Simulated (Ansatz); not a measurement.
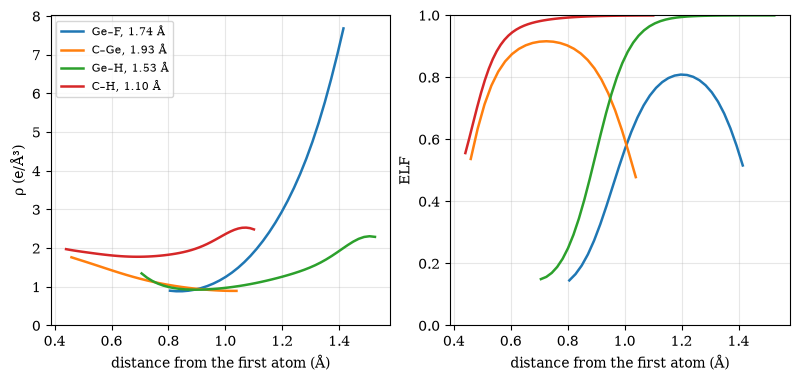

Figure 1: CH5FGe. Total electron density and ELF along straight lines between neighbouring atoms. The curves leave out the atomic cores.

Not at a stationary point (largest force 1.3 eV/Å).

Method: RKS r2SCANh/def2-SVP in Ansatz 0.2.0.

```yaml
atoms:
  - { symbol: Ge, position_ang: [0.2934, -0.0722, 0.0547] }
  - { symbol: C, position_ang: [0.9155, -0.0182, 1.8841] }
  - { symbol: H, position_ang: [0.2113, -0.2013, 2.7104] }
  - { symbol: H, position_ang: [1.7237, -0.7635, 1.9310] }
  - { symbol: H, position_ang: [1.3632, 0.9780, 2.0231] }
  - { symbol: H, position_ang: [1.7643, 0.0995, -0.3226] }
  - { symbol: F, position_ang: [-0.6217, 1.3479, -0.3680] }
  - { symbol: H, position_ang: [-0.4984, -1.2641, -0.4747] }
```

> What can be read from the curves?

Ge–F (1.74 Å): the density is about 0.9 e/Å³ at the midpoint; the ELF peaks at about 0.80 in the valence shell of F, 0.5 Å from its nucleus, and is about 0.25 at the midpoint.
C–Ge (1.93 Å): ρ is about 0.91 e/Å³ halfway; the ELF peaks at about 0.90 in the valence shell of C, 0.7 Å from its nucleus, and is about 0.70 at the midpoint.
Ge–H (1.53 Å): the density is about 1.1 e/Å³ at the midpoint; the ELF climbs to about 1 towards the hydrogen.
C–H (1.10 Å): ρ is about 1.9 e/Å³ halfway; the ELF climbs to about 1 towards the hydrogen (a covalent bond by its length).
